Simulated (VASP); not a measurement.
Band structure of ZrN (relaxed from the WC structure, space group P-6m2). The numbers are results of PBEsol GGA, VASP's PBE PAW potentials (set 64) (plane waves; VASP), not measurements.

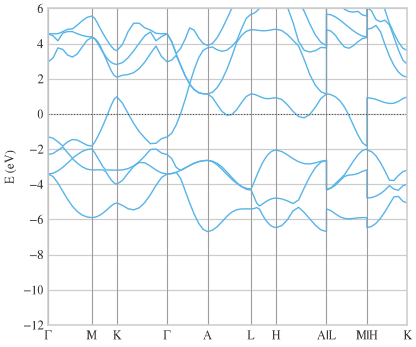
Figure. Bands along high-symmetry lines, zero at the valence-band maximum or, without a gap, the Fermi level

### Question
Read the plot: is there a gap, and where are the band edges?

### Answer
It has no gap at this level: it comes out as a metal or semimetal. (Edges off the drawn lines would not show.)

The structure was generated: ZrN was put into the WC type (P-6m2), which need not be its known phase. It was relaxed first. The electron count is odd and the run is not spin-polarised, which forces a metal.
